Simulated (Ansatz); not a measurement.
Geometry relaxation, with input and output: Li16C (part 2 of 2)

Continued. System: Li16C (defect cell, 17 atoms in the cell). Method: DFT PBE, scalar-relativistic, plane waves, PAW, no spin polarisation (Ansatz 0.2.0); cutoff 420 eV, 3×3×3 k-mesh, Gaussian smearing of 0.1 eV. It belongs to a series of runs on one base structure; here: end point B relaxed.

Geometry of the input (Å; fractional positions):
```
6.9800  0.0000  0.0000
0.0000  6.9800  0.0000
0.0000  0.0000  6.9800
Li 0.0000  0.0000  0.0000
Li 0.5000  0.0000  0.0000
Li 0.0000  0.5000  0.0000
Li 0.0000  0.0000  0.5000
Li 0.2500  0.2500  0.2500
Li 0.5000  0.5000  0.0000
Li 0.5000  0.0000  0.5000
Li 0.7500  0.2500  0.2500
Li 0.0000  0.5000  0.5000
Li 0.2500  0.7500  0.2500
Li 0.2500  0.2500  0.7500
Li 0.5000  0.5000  0.5000
Li 0.7500  0.7500  0.2500
Li 0.7500  0.2500  0.7500
Li 0.2500  0.7500  0.7500
Li 0.7500  0.7500  0.7500
C  0.0023  0.2463  0.8733
```

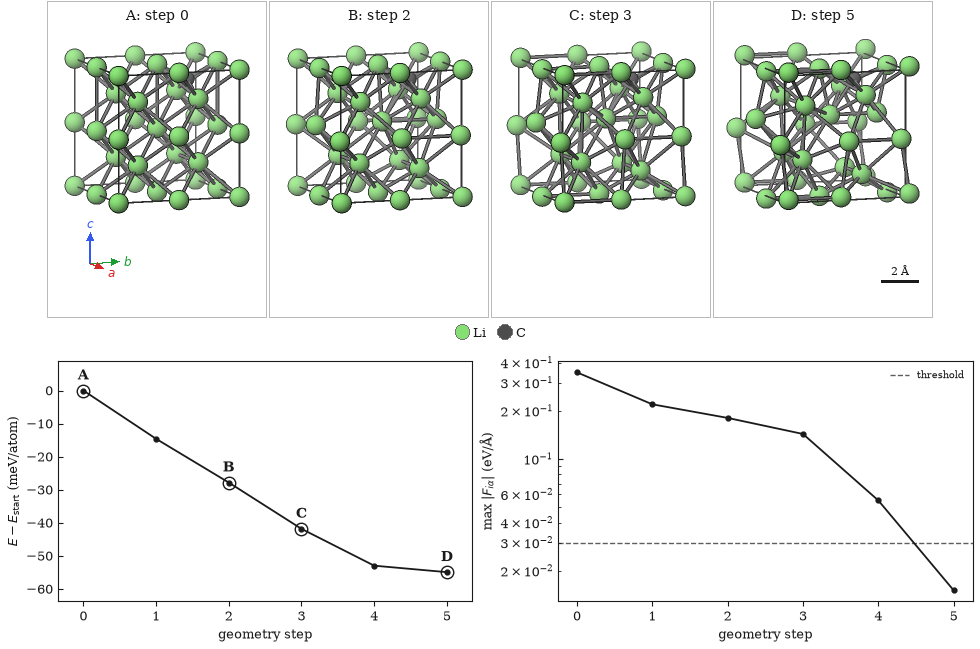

**Figure 1.** Frames of the relaxation (ball-and-stick view of the cell of the calculation (origin shifted), seen slightly off an axis) above the curves, on which the letters mark them (the first geometry is step 0 here and step 1 in the log).

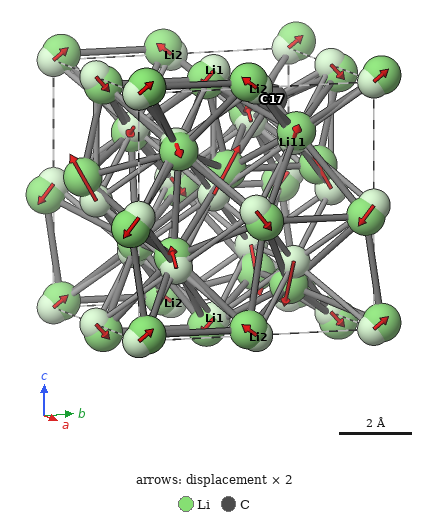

**Figure 2.** Start (faint) and end (solid) with the displacements as red arrows, magnified 2 times (ball-and-stick view of the cell of the calculation (origin shifted), seen slightly off an axis). The largest moves, 0.80 Å, are those of Li4, Li5 and Li9. By element the largest moves are Li 0.80 Å, C 0.03 Å. The cell doesn't change. Distances before and after: Li1–Li4 3.490 → 2.636 Å, Li8–C17 3.165 → 2.360 Å, Li5–C17 3.147 → 2.354 Å, Li4–Li9 3.490 → 2.698 Å. New bonds form: Li1–Li4 (3.49 → 2.64 Å), Li3–Li9 (3.49 → 2.64 Å), Li4–C17 (3.12 → 2.35 Å), Li4–Li9 (3.49 → 2.70 Å). Among the angles that change: Li1–C17–Li3 126.2° → 143.6°, Li11–C17–Li14 127.5° → 143.8°, Li1–C17–Li11 102.9° → 95.6°. Over 5 geometry steps the energy falls by 54.9 meV per atom. Largest force component: 0.35 eV/Å at the start, 0.015 eV/Å at the end. (Atoms are counted from 1 in the order of the input.)

```
SCF converged after 6 iterations
Free energy (F): -3524.140755 eV
Harris-Foulkes:  -3524.140755 eV  (|F-HF|=2.25e-8)
Internal energy: -3524.087761 eV  (E = F + TS)
E sigma→0 (E₀):  -3524.114258 eV
Entropy (-TS):   -0.052994 eV (-3.117 meV/atom)
Fermi energy:    0.817311 eV
--- Per-component energies (eV) ---
  E_band       = -1473.508522
  E_kinetic    = 422.942703
  E_local      = -2467.274754  (includes V_loc(G=0)·N_el)
  E_nonlocal   = -505.054366
  E_hartree    = 774.862061
  E_xc         = -208.476334
  E_vxc        = -266.007355  (∫ρ·V_xc dr)
  E_paw        = -434.472870  (= ΣΔE_a)
  E_vpaw       = -207.835702  (= ΣTr[D̂ρ^β])
  E_aug_tail   = 0.000134  (compensation charges beyond the density's cutoff)
  E_ewald      = -1106.614335
  E_smearing   = -0.052994  (= −TS)
  E_closure    = -0.000000  (closes the sum)
  Σ components = -3524.140755   (vs F -3524.140755, Δ=0.00e0)
--- Forces (eV/Å), atoms counted from 1 ---
  atom   1  Li     0.00012635     0.00340837     0.00000171
  atom   2  Li    -0.00204700    -0.00596628     0.00944626
  atom   3  Li     0.00021584    -0.00110618    -0.00347556
  atom   4  Li     0.00038737     0.00830746     0.00271833
  atom   5  Li    -0.01155585     0.00035418    -0.00641546
  atom   6  Li    -0.00209775     0.00452250     0.00935120
  atom   7  Li     0.00091782    -0.00438141    -0.00367064
  atom   8  Li     0.01507454     0.00038119    -0.01044420
  atom   9  Li     0.00040383    -0.01196716     0.00842295
  atom  10  Li     0.00761525    -0.00137271     0.00313742
  atom  11  Li    -0.00638204     0.00014456     0.00102370
  atom  12  Li     0.00091226     0.00396899    -0.00452192
  atom  13  Li    -0.00741834    -0.00137989     0.00378203
  atom  14  Li     0.00443818     0.00001951     0.00360622
  atom  15  Li     0.00341507     0.00334557    -0.00845617
  atom  16  Li    -0.00269599     0.00341050    -0.00836678
  atom  17  C     -0.00130796    -0.00169178     0.00385295
  max |Σ_I F_I| component: 7.97e-6 eV/Å
--- Relaxed structure (6 steps of the walk, 6 accepted, 0 SCFs on fresh bases) ---
  F+E_penalty+E_count = -3524.14075457 eV   max|allowed force component| = 1.507e-2 eV/Å
  atoms:
    - { symbol: Li, position: [-8.030633970250548e-5, -0.030612875614025283, -0.03347736137325008] }
    - { symbol: Li, position: [0.5005736303848102, -0.032730752118151164, 0.02418636853849548] }
    - { symbol: Li, position: [-9.564055652528641e-5, 0.5299969915450247, -0.03291175493829077] }
    - { symbol: Li, position: [0.0002492045045680268, 0.056682304401574714, 0.5991530317543275] }
    - { symbol: Li, position: [0.19349997398355004, 0.24960627445432665, 0.15093547655838016] }
    - { symbol: Li, position: [0.5005813839647559, 0.5325096887056582, 0.024959050305791108] }
    - { symbol: Li, position: [0.4998547472236935, 0.033787085771802644, 0.45854370175351405] }
    - { symbol: Li, position: [0.806396119735058, 0.24959242341358018, 0.15162125239723104] }
    - { symbol: Li, position: [0.0002527267599251365, 0.44323237402456594, 0.5983303872208688] }
    - { symbol: Li, position: [0.2156250779181425, 0.7502391177845412, 0.29134789916330023] }
    - { symbol: Li, position: [0.28087217161392, 0.2501016177408705, 0.7831043724993184] }
    - { symbol: Li, position: [0.4998574419252445, 0.46564639884974146, 0.4581790847732112] }
    - { symbol: Li, position: [0.7846856833175617, 0.7502447818949569, 0.2915266330200048] }
    - { symbol: Li, position: [0.7197095421702735, 0.25011251523710226, 0.7828027294571336] }
    - { symbol: Li, position: [0.28270479858123404, 0.7490042839668758, 0.725457431345248] }
    - { symbol: Li, position: [0.7173957754528983, 0.7490053566219089, 0.7249515031703325] }
    - { symbol: C, position: [0.0002392093605925274, 0.24983894331964623, 0.8745446243543837] }
```

## Trajectory as extended XYZ (Å, eV, eV/Å), 6 frames, from step=1 to step=6
```
17
Lattice="6.9800 0.0000 0.0000 0.0000 6.9800 0.0000 0.0000 0.0000 6.9800" Properties=species:S:1:pos:R:3:forces:R:3 step=1 energy=-3523.20700
Li    0.0000    0.0000    0.0000   -0.0019  -0.1916   0.1034
Li    3.4900    0.0000    0.0000   -0.0043  -0.0194  -0.0055
Li    0.0000    3.4900    0.0000   -0.0001  -0.0110   0.0020
Li    0.0000    0.0000    3.4900    0.0022   0.1056   0.3474
Li    1.7450    1.7450    1.7450   -0.0967  -0.0033  -0.3364
Li    3.4900    3.4900    0.0000   -0.0041   0.0255  -0.0042
Li    3.4900    0.0000    3.4900    0.0010  -0.0375  -0.0639
Li    5.2350    1.7450    1.7450    0.0961  -0.0033  -0.3272
Li    0.0000    3.4900    3.4900    0.0022  -0.1045   0.3320
Li    1.7450    5.2350    1.7450    0.0378  -0.0017   0.0631
Li    1.7450    1.7450    5.2350    0.2095   0.0033  -0.1089
Li    3.4900    3.4900    3.4900    0.0011   0.0385  -0.0627
Li    5.2350    5.2350    1.7450   -0.0384  -0.0017   0.0624
Li    5.2350    1.7450    5.2350   -0.0761   0.0015  -0.0433
Li    1.7450    5.2350    5.2350    0.0210   0.0070   0.0053
Li    5.2350    5.2350    5.2350   -0.0248   0.0068   0.0046
C     0.0162    1.7189    6.0953   -0.1244   0.1859   0.0318
17
Lattice="6.9800 0.0000 0.0000 0.0000 6.9800 0.0000 0.0000 0.0000 6.9800" Properties=species:S:1:pos:R:3:forces:R:3 step=2 energy=-3523.45528
Li   -0.0011   -0.0185    0.0048    0.0002  -0.1577   0.0020
Li    3.4876   -0.0215   -0.0138   -0.0008  -0.0394   0.0029
Li   -0.0010    3.4961   -0.0024    0.0011   0.0571  -0.0491
Li    0.0014    0.0585    3.6760    0.0014   0.1486   0.2193
Li    1.6909    1.7427    1.5642   -0.1379  -0.0021  -0.2079
Li    3.4878    3.5157   -0.0133   -0.0007   0.0426   0.0042
Li    3.4909    0.0017    3.4326    0.0006   0.0448  -0.0454
Li    5.2888    1.7427    1.5692    0.1330  -0.0020  -0.2006
Li    0.0015    3.4321    3.6678    0.0013  -0.1404   0.2070
Li    1.7423    5.2335    1.8018   -0.0477  -0.0010   0.0437
Li    1.7667    1.7469    5.2288    0.1682  -0.0003  -0.0019
Li    3.4910    3.4895    3.4335    0.0006  -0.0451  -0.0424
Li    5.2370    5.2334    1.8013    0.0478  -0.0010   0.0419
Li    5.2207    1.7467    5.2332   -0.1015  -0.0013   0.0309
Li    1.7673    5.2389    5.2490    0.0392   0.0013  -0.0029
Li    5.2101    5.2387    5.2487   -0.0411   0.0012  -0.0037
C     0.0144    1.7218    6.0939   -0.0636   0.0945   0.0021
17
Lattice="6.9800 0.0000 0.0000 0.0000 6.9800 0.0000 0.0000 0.0000 6.9800" Properties=species:S:1:pos:R:3:forces:R:3 step=3 energy=-3523.68008
Li   -0.0018   -0.0617   -0.0258    0.0012  -0.0931  -0.0955
Li    3.4871   -0.0584   -0.0038    0.0005  -0.0406   0.0373
Li   -0.0015    3.5288   -0.0410    0.0013   0.0844  -0.0951
Li    0.0025    0.1705    3.8357    0.0002   0.1244   0.1803
Li    1.5861    1.7411    1.4121   -0.1155  -0.0002  -0.1679
Li    3.4873    3.5548   -0.0020    0.0005   0.0412   0.0389
Li    3.4915    0.0470    3.3808    0.0008   0.0681  -0.0530
Li    5.3900    1.7411    1.4225    0.1122  -0.0001  -0.1613
Li    0.0025    3.3260    3.8186    0.0001  -0.1191   0.1693
Li    1.6935    5.2325    1.8524   -0.0724  -0.0014   0.0505
Li    1.8143    1.7479    5.2575    0.1004  -0.0019   0.1013
Li    3.4916    3.4439    3.3838    0.0009  -0.0683  -0.0514
Li    5.2860    5.2325    1.8506    0.0725  -0.0014   0.0494
Li    5.1795    1.7475    5.2668   -0.0934  -0.0021   0.1014
Li    1.8036    5.2398    5.2392    0.0383  -0.0007  -0.0369
Li    5.1725    5.2395    5.2381   -0.0386  -0.0007  -0.0379
C     0.0115    1.7261    6.0900   -0.0089   0.0114  -0.0293
17
Lattice="6.9800 0.0000 0.0000 0.0000 6.9800 0.0000 0.0000 0.0000 6.9800" Properties=species:S:1:pos:R:3:forces:R:3 step=4 energy=-3523.91808
Li   -0.0013   -0.1130   -0.1051   -0.0001  -0.0837  -0.0970
Li    3.4875   -0.1042    0.0355    0.0012  -0.0500   0.0580
Li   -0.0009    3.5801   -0.1173   -0.0002   0.0850  -0.0957
Li    0.0027    0.2829    3.9950    0.0006   0.0893   0.1431
Li    1.4800    1.7408    1.2618   -0.0816  -0.0008  -0.1372
Li    3.4878    3.6008    0.0386    0.0011   0.0485   0.0588
Li    3.4918    0.1099    3.3255    0.0000   0.0650  -0.0509
Li    5.4941    1.7409    1.2774    0.0811  -0.0007  -0.1346
Li    0.0026    3.2167    3.9696    0.0005  -0.0905   0.1414
Li    1.6261    5.2320    1.9059   -0.0688  -0.0001   0.0477
Li    1.8728    1.7470    5.3349    0.0891   0.0000   0.1080
Li    3.4919    3.3804    3.3299    0.0000  -0.0651  -0.0510
Li    5.3537    5.2319    1.9032    0.0688  -0.0002   0.0477
Li    5.1211    1.7466    5.3423   -0.0891   0.0001   0.1072
Li    1.8472    5.2391    5.2005    0.0462  -0.0016  -0.0565
Li    5.1288    5.2388    5.1986   -0.0453  -0.0015  -0.0571
C     0.0101    1.7283    6.0788   -0.0036   0.0064  -0.0318
17
Lattice="6.9800 0.0000 0.0000 0.0000 6.9800 0.0000 0.0000 0.0000 6.9800" Properties=species:S:1:pos:R:3:forces:R:3 step=5 energy=-3524.10741
Li   -0.0017   -0.1829   -0.2078    0.0005  -0.0175  -0.0150
Li    3.4888   -0.1743    0.1086    0.0011  -0.0504   0.0499
Li   -0.0014    3.6535   -0.2174    0.0005   0.0315  -0.0104
Li    0.0034    0.3814    4.1614   -0.0008   0.0251   0.0119
Li    1.3892    1.7398    1.0994   -0.0414   0.0015  -0.0480
Li    3.4890    3.6686    0.1129    0.0010   0.0476   0.0498
Li    3.4915    0.1844    3.2639   -0.0002   0.0304  -0.0413
Li    5.5852    1.7400    1.1179    0.0449   0.0013  -0.0547
Li    0.0032    3.1152    4.1349   -0.0007  -0.0370   0.0336
Li    1.5475    5.2322    1.9647   -0.0307   0.0003   0.0401
Li    1.9528    1.7475    5.4418    0.0021  -0.0016   0.0155
Li    3.4916    3.3058    3.2674   -0.0002  -0.0304  -0.0416
Li    5.4323    5.2322    1.9628    0.0307   0.0003   0.0403
Li    5.0399    1.7472    5.4480   -0.0096  -0.0016   0.0128
Li    1.9117    5.2374    5.1293    0.0454  -0.0019  -0.0485
Li    5.0658    5.2372    5.1265   -0.0440  -0.0018  -0.0490
C     0.0074    1.7338    6.0609    0.0014   0.0041   0.0550
17
Lattice="6.9800 0.0000 0.0000 0.0000 6.9800 0.0000 0.0000 0.0000 6.9800" Properties=species:S:1:pos:R:3:forces:R:3 step=6 energy=-3524.14075
Li   -0.0006   -0.2137   -0.2337    0.0001   0.0034   0.0000
Li    3.4940   -0.2285    0.1688   -0.0020  -0.0060   0.0094
Li   -0.0007    3.6994   -0.2297    0.0002  -0.0011  -0.0035
Li    0.0017    0.3956    4.1821    0.0004   0.0083   0.0027
Li    1.3506    1.7423    1.0535   -0.0116   0.0004  -0.0064
Li    3.4941    3.7169    0.1742   -0.0021   0.0045   0.0094
Li    3.4890    0.2358    3.2006    0.0009  -0.0044  -0.0037
Li    5.6286    1.7422    1.0583    0.0151   0.0004  -0.0104
Li    0.0018    3.0938    4.1763    0.0004  -0.0120   0.0084
Li    1.5051    5.2367    2.0336    0.0076  -0.0014   0.0031
Li    1.9605    1.7457    5.4661   -0.0064   0.0001   0.0010
Li    3.4890    3.2502    3.1981    0.0009   0.0040  -0.0045
Li    5.4771    5.2367    2.0349   -0.0074  -0.0014   0.0038
Li    5.0236    1.7458    5.4640    0.0044   0.0000   0.0036
Li    1.9733    5.2280    5.0637    0.0034   0.0033  -0.0085
Li    5.0074    5.2281    5.0602   -0.0027   0.0034  -0.0084
C     0.0017    1.7439    6.1043   -0.0013  -0.0017   0.0039
```
